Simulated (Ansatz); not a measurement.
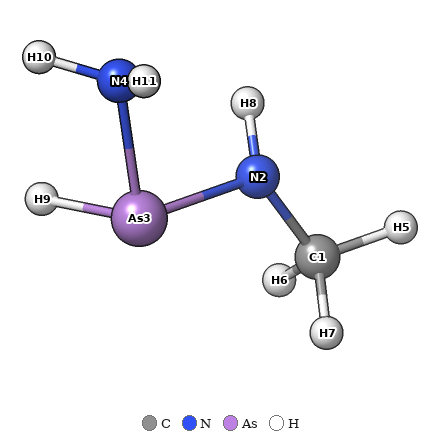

The system is CH₇AsN₂, SMILES CN[AsH]N; the picture shows the reference structure. 
- The first coordinate is: dihedral C1–N2–As3–N4; the second: dihedral N2–As3–N4–H10.
- Nothing is relaxed (all other coordinates rigid).
- The grid has 18 × 18 points.
- All energies are given in eV relative to the lowest grid point.
- Computed with Ansatz, RKS B3LYP-D4/def2-SVP.

Its coordinates:

```xyz
11

C    -0.3068    1.7626    0.6884
N    -0.3307    0.3336    0.4560
As    0.9199   -0.4531   -0.6524
N     0.3828   -2.2132   -0.2916
H    -0.8240    2.0118    1.6319
H    -0.7679    2.3791   -0.1127
H     0.7369    2.1041    0.7960
H    -1.2637   -0.0652    0.3709
H     0.1807   -0.4670   -2.0218
H     0.2764   -2.7597   -1.1457
H     1.0618   -2.6898    0.3017
```

Range: dihedral C1–N2–As3–N4 from −180 to 160°; dihedral N2–As3–N4–H10 from −180 to 160°.

### What will the energy surface look like?

The lowest grid point is at dihedral C1–N2–As3–N4 = −40°, dihedral N2–As3–N4–H10 = 120°; the map holds 2 wells of about this depth. There are further wells near dihedral C1–N2–As3–N4 = 160°, dihedral N2–As3–N4–H10 = −60° (0.007 eV above the lowest at that grid point); dihedral C1–N2–As3–N4 = −40°, dihedral N2–As3–N4–H10 = −60° (0.068 eV above the lowest at that grid point). The highest grid point, dihedral C1–N2–As3–N4 = 20°, dihedral N2–As3–N4–H10 = 0°, lies 0.707 eV above the lowest. On the interpolated surface the easiest way out of the lowest well to the well at about dihedral C1–N2–As3–N4 = −40°, dihedral N2–As3–N4–H10 = −70° passes a barrier of about 0.19 eV. Round the minimum the two coordinates are weakly coupled (coupling −0.07 in units of the two stiffnesses).

```tsv
dihedral N2–As3–N4–H10 ↓, dihedral C1–N2–As3–N4 →	−160	−120	−80	−40	0	40	80	120	160
160	0.111	0.316	0.243	0.041	0.167	0.352	0.364	0.183	0.034
120	0.043	0.212	0.179	0.000	0.122	0.227	0.266	0.162	0.021
80	0.125	0.213	0.183	0.051	0.199	0.237	0.212	0.165	0.105
40	0.293	0.366	0.290	0.178	0.413	0.378	0.285	0.206	0.195
0	0.355	0.528	0.407	0.259	0.525	0.606	0.424	0.255	0.188
−40	0.165	0.384	0.310	0.122	0.309	0.456	0.327	0.167	0.051
−80	0.090	0.230	0.200	0.071	0.295	0.248	0.147	0.067	0.009
−120	0.224	0.333	0.264	0.175	0.437	0.441	0.209	0.115	0.094
−160	0.236	0.416	0.313	0.153	0.323	0.555	0.373	0.198	0.112
```

The table holds every second grid line.

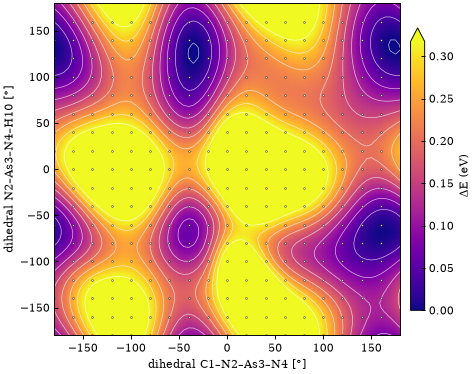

In the figure: a smooth colour map with a few white contour lines, dots at the grid points, one colour for all values above the top of the scale. Between grid points the surface is interpolated.

The whole map (324 points run) took 32 min on 1 thread of Arm Neoverse V1 (shared host).
